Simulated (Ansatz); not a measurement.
**Pt under a change: Pt → Ni**

Consider Pt in the fcc (Cu type) structure (space group Fm-3m, No. 225; a = 3.9400 Å).

It is then changed as follows: full substitution Pt → Ni; the structure is relaxed again.

Level of theory: plane-wave PAW DFT at the r2SCAN level (Ansatz, a first-principles code, 500 eV), spin-orbit coupling left out, earlier PAW set. Γ-centred 23×23×23 mesh, Fermi–Dirac width 0.05 eV, for the changed cell.

```
quantity                                     base          changed          shift
-----------------------------  ------------------  ---------------  -------------
volume per atom                          15.29 Å³         10.53 Å³       -4.76 Å³
density                               21.19 g/cm³       9.25 g/cm³  -11.933 g/cm³
lattice parameter a                       3.940 Å          3.480 Å       -0.460 Å
space group                       Fm-3m (No. 225)  Fm-3m (No. 225)              –
shortest interatomic distance             2.786 Å          2.461 Å       -0.325 Å
band gap                                     zero             zero              –
magnetic state                 not spin-polarised    ferromagnetic              –
largest site moment                       0.00 μB          0.81 μB       +0.81 μB
```

Final structure:

```xyz
1
Lattice="0.0000 1.7399 1.7399 1.7399 0.0000 1.7399 1.7399 1.7399 0.0000" Properties=species:S:1:pos:R:3 pbc="T T T"
Ni     0.0000     0.0000     0.0000
```

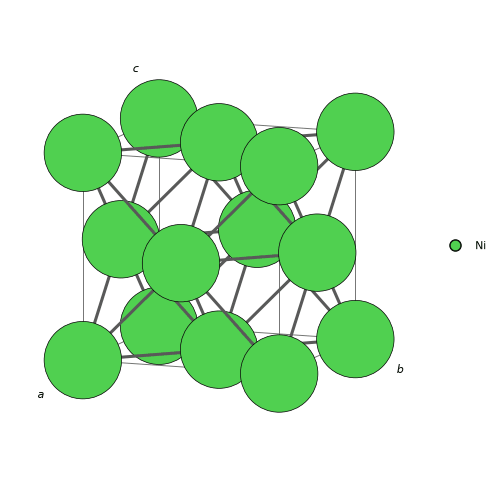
Figure. The relaxed conventional cell after the change

Other magnetic orders, which the real material may have, were not ruled out. No phonon test of stability was made. Spin-polarised in the final run: Ni; the other runs are not.
